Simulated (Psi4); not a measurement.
# NH3 (ammonia) at r2SCAN/cc-pVDZ

What is the vertical electron affinity of NH3 (ammonia) at r2SCAN/cc-pVDZ? 

Program for the calculation: Psi4 1.11.

4 further runs of the same task are left out: 4 set aside as unsound or not needed. Runs told in other sessions of the task aren't counted.

## 1. The molecule

NH3: 4 atoms, total charge 0, spin state singlet. As SMILES, `N`. The coordinates come from a PBE0-D4/def2-TZVP relaxation.

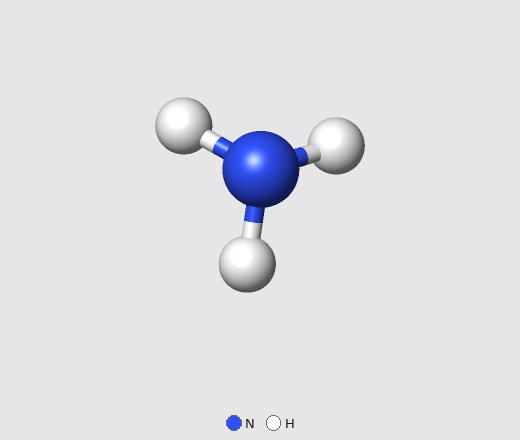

Viewed from a chosen angle; nitrogen blue, hydrogen white.

## 2. A single-point energy at r2SCAN/cc-pVDZ

Contents of h3n.dat:

```
memory 1.6 GB

molecule {
  0 1
  N     -0.069910     0.249470     0.110930
  H      0.490470    -0.301820     0.749180
  H     -0.887480    -0.301940    -0.118910
  H      0.466920     0.354280    -0.741200
  symmetry c1
}

set {
  basis cc-pVDZ
  puream true
  scf_type pk
  dft_radial_points 250
  dft_spherical_points 1202
}

e, wfn = energy('r2scan', return_wfn=True)
```

Started as:

```console
$ psi4 h3n.dat h3n.out -n 1
```

h3n.out:

```text
[...]
  Running in c1 symmetry.
[...]
  Nuclear repulsion =   11.949539011427511
[...]
  Multiplicity = 1
[...]
  Nalpha       = 5
  Nbeta        = 5
[...]
    Number of basis functions: 29
[...]
   @RKS iter   1:   -56.29985774188194   -1.21418e-01   2.47063e-02 ADIIS/DIIS
[...]
   @RKS iter   7:   -56.51812221766389   -1.91513e-09   2.04000e-07 DIIS
[...]
    Orbital Energies [Eh]
    ---------------------
    Doubly Occupied:
       1A    -14.137771     2A     -0.804347     3A     -0.414411
       4A     -0.414407     5A     -0.211013
[...]
  @RKS Final Energy:   -56.51812221766389
   => Energetics <=
    Nuclear Repulsion Energy =             11.9495390114275111
    One-Electron Energy =                 -99.7461426896103234
    Two-Electron Energy =                  39.2929568092290182
    DFT Exchange-Correlation Energy =      -8.0144753487101017
    Empirical Dispersion Energy =           0.0000000000000000
    VV10 Nonlocal Energy =                  0.0000000000000000
    Total Energy =                        -56.5181222176638869
[...]
 Multipole Moments:
 ------------------------------------------------------------------------------------
     Multipole            Electronic (a.u.)      Nuclear  (a.u.)        Total (a.u.)
 ------------------------------------------------------------------------------------
 L = 1.  Multiply by 2.5417464519 to convert [e a0] to [Debye]
 Dipole X            :         -0.0601305            0.2156503            0.1555198
 Dipole Y            :          0.2145536           -0.7695439           -0.5549903
 Dipole Z            :          0.0954041           -0.3421840           -0.2467799
 Magnitude           :                                                    0.6269777
[...]
```

It took 56 s on 1 thread of Intel Xeon Platinum 8259CL at 2.50GHz (Skylake/Cascade Lake), shared host; peak memory 1.2 GiB.

## 3. The doublet anion at the same level

Contents of input.dat:

```
memory 1.6 GB

molecule {
  -1 2
  N     -0.069910     0.249470     0.110930
  H      0.490470    -0.301820     0.749180
  H     -0.887480    -0.301940    -0.118910
  H      0.466920     0.354280    -0.741200
  units angstrom
  symmetry c1
}

set {
  basis                cc-pVDZ
  reference            uks
  puream               true
  scf_type             pk
  dft_radial_points    250
  dft_spherical_points 1202
  maxiter              100
}

energy_value, wavefunction = energy('r2scan', return_wfn=True)
print_variables()
```

Started as:

```console
$ psi4 -n 1 input.dat output.dat
```

output.dat:

```text
[...]
  Running in c1 symmetry.
[...]
  Nuclear repulsion =   11.949539011427511
[...]
  Multiplicity = 2
[...]
  Nalpha       = 6
  Nbeta        = 5
[...]
    Number of basis functions: 29
[...]
   @UKS iter   1:   -56.05060013670929    1.27840e-01   2.87557e-02 ADIIS/DIIS
[...]
   @UKS iter   8:   -56.37034859356931   -8.69088e-09   2.92934e-07 DIIS
[...]
   @S^2 Observed:                7.535742477E-01
[...]
    Orbital Energies [Eh]
    ---------------------
    Alpha Occupied:
       1A    -13.841998     2A     -0.522727     3A     -0.139826
       4A     -0.139822     5A      0.055534     6A      0.241962
    Alpha Virtual:
       7A      0.333643     8A      0.333644     9A      0.774462
      10A      0.774469    11A      0.892488    12A      1.004152
      13A      1.088428    14A      1.088430    15A      1.355123
      16A      1.355133    17A      1.417127    18A      1.790943
      19A      1.953436    20A      1.995816    21A      1.995825
      22A      2.293833    23A      2.293839    24A      2.540216
      25A      2.812704    26A      2.812711    27A      2.954501
[...]
  @UKS Final Energy:   -56.37034859356931
   => Energetics <=
    Nuclear Repulsion Energy =             11.9495390114275111
    One-Electron Energy =                -102.3985578654195763
    Two-Electron Energy =                  42.2934742627567601
    DFT Exchange-Correlation Energy =      -8.2148040023340005
    Empirical Dispersion Energy =           0.0000000000000000
    VV10 Nonlocal Energy =                  0.0000000000000000
    Total Energy =                        -56.3703485935693109
  UHF NO Occupations:
  HONO-2 :    4  A 1.9992159
  HONO-1 :    5  A 1.9992159
[...]
 Multipole Moments:
 ------------------------------------------------------------------------------------
     Multipole            Electronic (a.u.)      Nuclear  (a.u.)        Total (a.u.)
 ------------------------------------------------------------------------------------
 L = 1.  Multiply by 2.5417464519 to convert [e a0] to [Debye]
 Dipole X            :         -0.2570154            0.2156503           -0.0413651
 Dipole Y            :          0.9171517           -0.7695439            0.1476079
 Dipole Z            :          0.4078072           -0.3421840            0.0656232
 Magnitude           :                                                    0.1667500
[...]
```

Run time: 81 s. Hardware: 1 thread of Intel Xeon Platinum 8259CL at 2.50GHz (Skylake/Cascade Lake), shared host; peak memory 1.2 GiB.

## 4. What came out

Level: r2SCAN/cc-pVDZ.

```
                                         quantity         value
                        singlet NH3: total energy  -56.51812 Eh
                       singlet NH3: dipole moment        1.59 D
                         singlet NH3: HOMO energy      -5.74 eV
                         singlet NH3: LUMO energy       2.10 eV
                       singlet NH3: HOMO–LUMO gap       7.84 eV
                      doublet anion: total energy  -56.37035 Eh
doublet anion: HOMO energy (highest over α and β)       6.58 eV
 doublet anion: LUMO energy (lowest over α and β)       8.75 eV
                              doublet anion: ⟨S²⟩         0.754
vertical electron affinity (to the doublet anion)     -4.021 eV
```

In words: The anion lies 4.02 eV (388 kJ/mol) above the neutral: the electron isn't bound at this level, and such a value depends on the basis. Without diffuse functions anions come out too high. The HOMO (doublet anion) lies at positive energy, 6.58 eV, from the functional's self-interaction, a short basis or an electron that isn't bound; only total energies against the neutral tell.
